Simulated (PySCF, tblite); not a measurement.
Coordinates of C₄H₈FNSi₂, SMILES N#C[C@@H]1[SiH2][SiH2]C[C@@H]1F (Å):

```xyz
16

N      1.4292    -3.0575     1.2014
C      1.0192    -2.1729     0.6013
C      0.5276    -1.0507    -0.1308
Si     1.5821     0.5512     0.1987
Si    -0.2194     1.9287    -0.3086
C     -1.4383     0.4621    -0.5673
C     -0.9211    -0.7204     0.2394
F     -0.9549    -0.3682     1.5823
H      0.5602    -1.3016    -1.1951
H      2.7323     0.4719    -0.7099
H      2.0834     0.4980     1.5705
H     -0.1614     2.7061    -1.5523
H     -0.7193     2.8004     0.7559
H     -2.4483     0.6964    -0.2332
H     -1.5069     0.1677    -1.6145
H     -1.5719    -1.6024     0.1511
```

GIAO shifts, PBE0/pcSseg-1, PySCF 2.14.0, at a GFN2-xTB geometry (a minimum by its frequencies), against TMS for ²⁹Si computed at the same level. Gas phase, fully decoupled, line heights follow the number of nuclei, widths are arbitrary (no quadrupolar broadening); values of one conformer, averaged over methyl-type rotors and exact or near symmetry; other conformers aren't averaged in.

Question: Predict the ²⁹Si spectrum.

Answer: 2 signals.


```
δ (ppm)  nuclei  atoms
  −59.5       1    Si4
  −70.0       1    Si5
```

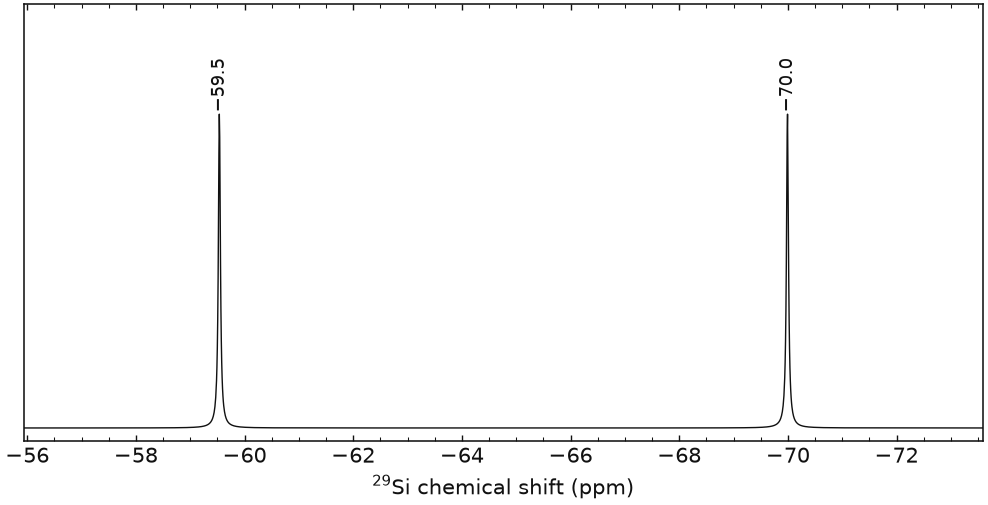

Note: the tight-binding geometry is rougher than a DFT one and adds to the error.
